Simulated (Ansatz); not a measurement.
```csv
atom,x (Å),y (Å),z (Å)
Si,-0.9475,1.2302,0.7731
Si,0.9915,-2.2114,0.5345
H,-1.4421,-0.1640,1.0545
H,-2.0315,2.2073,1.1423
Si,-0.3115,1.5142,-1.4753
H,1.4357,-0.8603,1.0193
F,0.3529,1.5218,1.7448
H,0.0774,-2.8327,1.5525
H,0.2511,-2.0546,-0.7653
H,2.1893,-3.0941,0.3219
H,0.8329,0.6084,-1.8362
H,0.0953,2.9432,-1.7135
H,-1.4935,1.1917,-2.3526
```

All numbers below come from Ansatz, RKS PBE-D4/def2-SVP.

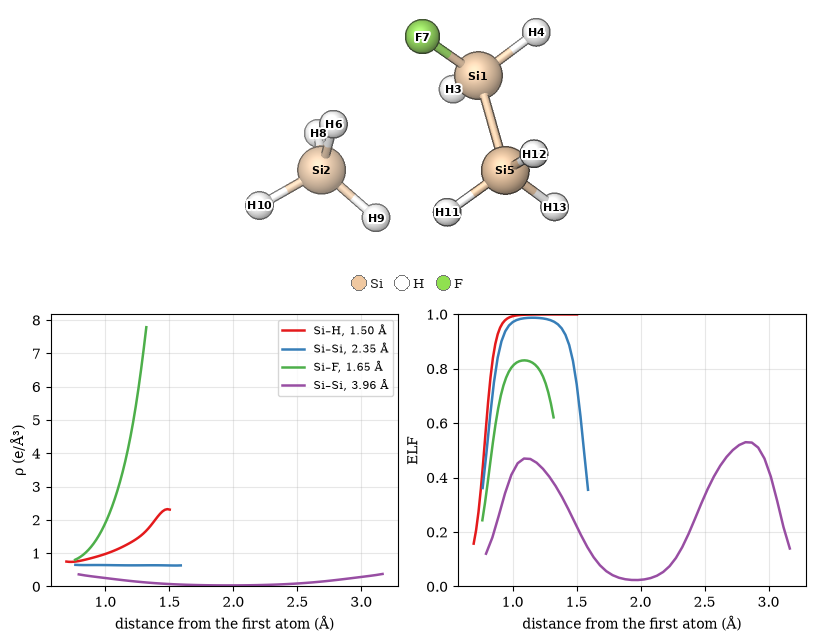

FH5Si2···SiH4. Electron density and ELF along straight lines between neighbouring atoms. The curves leave out the atomic cores. The structure is drawn too.

**What can be read from the curves?**

Si–H (1.50 Å): the density is about 0.74 e/Å³ at the midpoint; the ELF climbs to about 1 towards the hydrogen, as it does in any bond to H.
Si–Si (2.35 Å): ρ is about 0.64 e/Å³ halfway; the ELF peaks at about 1 between the atoms; a shared electron pair.
Si–F (1.65 Å): ρ at the midpoint is about 0.95 e/Å³; the ELF peaks at about 0.85 in the valence shell of F, 0.6 Å from its nucleus, and is about 0.45 at the midpoint.
Si1···Si2 (3.96 Å): the density falls to about 0.03 e/Å³ on the way; the ELF dips to about 0 between them: a non-bonded, intermolecular contact.
